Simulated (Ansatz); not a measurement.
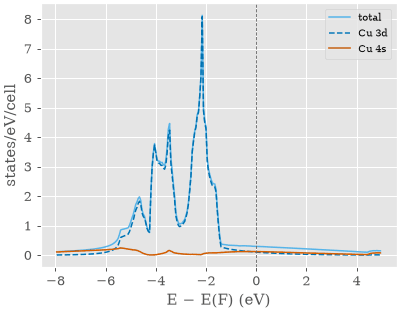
Total and projected density of states of Cu (body-centred tetragonal, I4/mmm), plane-wave PAW r²SCAN+D4 (Ansatz code)

Which orbitals carry the states next to the Fermi level?

Within 0.5 eV of the Fermi level: Cu 4s 40 %, Cu 3d 35 %, outside the projected shells 25 %. Projections are on Löwdin-orthogonalised atomic valence shells; empty p or d shells of many metals are not among them.

Where is the tallest occupied peak in this window, and what makes it?

Near -2.1 eV, about 8.1 states/eV per cell; the largest projected share is Cu 3d.

The workflow started from a Materials Project entry (that database holds measured and hypothetical structures alike); the Crystallography Open Database copy checked does not list it. It is not the phase usual at ambient conditions (space group No. 225). The r²SCAN+D4 relaxation kept the symmetry of its start. At this level the phase is mechanically unstable. No spin polarisation was allowed. The pairwise dispersion correction was not fitted to metals.

Potentials: the later of the program's two PAW sets.
